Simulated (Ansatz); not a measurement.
## Ligand exchange: C2H5CdF + C3H7FO → C2H6CdO + C3H6F2

Species: C2H5CdF `C[CH2][Cd][F]`, singlet; C3H7FO `CC(O)CF`, singlet; C2H6CdO `C[CH2][Cd][OH]`, singlet; C3H6F2 `CC(F)CF`, singlet. The partners trade F for OH: Cd–F and C–OH bonds give way to Cd–OH and C–F.

Shapes, held fixed at every level: PBE0-D4/def2-TZVP. Flexible molecules stand in one conformer, not always the lowest. Programs: Ansatz 0.2.0. Electronic energies: no zero-point or thermal term.

| level | kind | ΔE (kJ/mol) | less CCSD(T)/def2-TZVPP |
| --- | --- | --- | --- |
| PBE-D4/def2-TZVPP | GGA | +40.1 | +2.1 |
| B3LYP-D4/def2-TZVPP | global hybrid | +40.9 | +2.9 |
| PBE0-D4/def2-TZVPP | global hybrid | +41.7 | +3.7 |
| wB97X-V/def2-TZVPP | range-separated hybrid | +42.5 | +4.5 |
| B2PLYP/def2-TZVPP | double hybrid | +38.2 | +0.2 |
| CCSD/def2-TZVPP | coupled cluster or CI | +39.1 | +1.1 |
| CCSD(T)/def2-TZVPP | coupled cluster or CI | +38.0 | 0.0 |

The highest level, CCSD(T)/def2-TZVPP, gives ΔE = +38.0 kJ/mol; the levels span +38.0 to +42.5. The column of differences is taken from that level and isn't an error. No measured value is set beside it here. For atoms past krypton def2 sets carry core potentials with scalar relativity. Outer-core shells of Cd are correlated in most correlated rows, in sets that cover them unevenly.

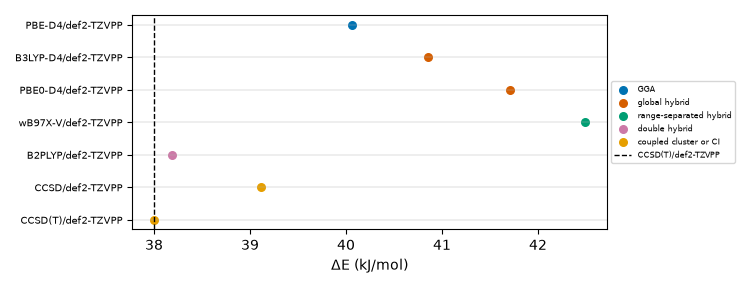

The values of the table, level by level.
